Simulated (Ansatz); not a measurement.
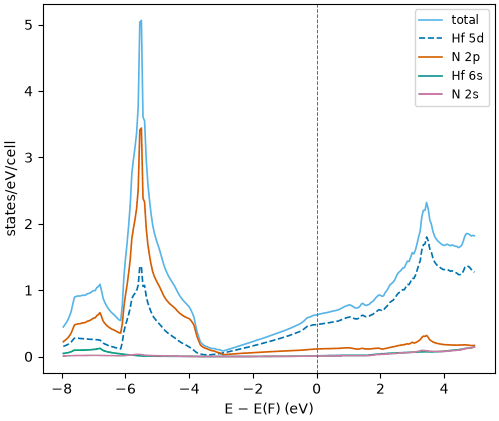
Figure: Total and projected density of states of HfN (rock salt, Fm-3m), the program Ansatz at the PBE level (PAW)

### Question
Which orbitals carry the states next to the Fermi level?

### Answer
Within 0.5 eV of the Fermi level: Hf 5d 77 %, N 2p 18 %. Projections are on Löwdin-orthogonalised atomic valence shells; empty p or d shells of many metals are not among them.

### Question
Where is the tallest occupied peak in this window, and what makes it?

### Answer
Near -5.5 eV, about 5.1 states/eV per cell; the largest projected share is N 2p.

The PBE relaxation kept the symmetry of its start. No spin polarisation was allowed. With an odd number of electrons in the cell and no spin polarisation, the count alone makes it a metal. Scalar-relativistic: spin–orbit coupling is off unless named, which matters more the heavier the elements.

Potentials: the earlier of the program's two PAW sets.
